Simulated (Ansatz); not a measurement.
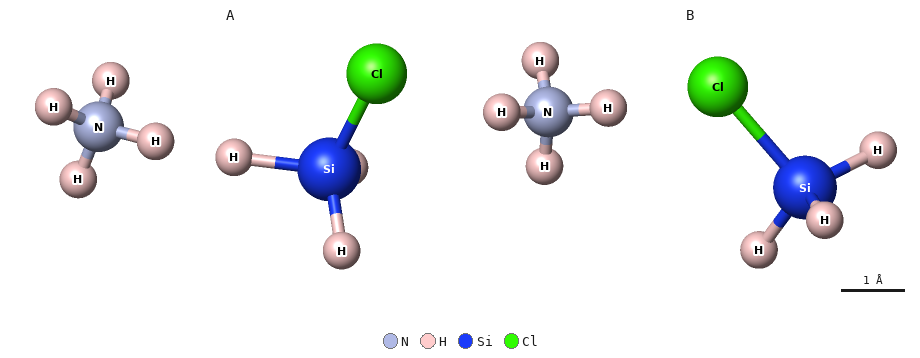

Two geometries of SiNH7Cl (charge +1) (coarse preliminary run), drawn at one scale. One is the start of a relaxation, the other its converged end. The picture is a ball-and-stick view, seen at a tilt.

All numbers below come from Ansatz, RKS PBE-D4/def2-SVP. (force threshold 0.03 eV/Å; at most 250 steps)

Q: Which of the two is the end point?

A: Structure B is the relaxed one. The largest move after the best rigid fit is that of the Cl atom, 2.06 Å. By element the largest moves are Cl 2.06 Å, H 2.00 Å, Si 0.39 Å, N 0.29 Å. Some distances before and after: Cl–H 5.446 → 2.049 Å, Cl–Si 1.980 → 2.149 Å, H–N 1.025 → 1.074 Å, H–N 1.082 → 1.035 Å. Among the angles between lasting bonds that change: H–Si–H 101.4° → 112.5°, Cl–Si–H 115.2° → 105.8°, H–Si–H 104.9° → 112.6°. Over 32 accepted moves (33 points after the start) the energy falls by 0.496 eV. The largest force component goes from 1.2 to 0.03 eV/Å. The line search rejected the trial step at point 18 of the run. The forces were under the threshold at step 19, but the run went on from there. Cost: 25 s on 4 threads of Arm Neoverse V1, with other jobs on the host.
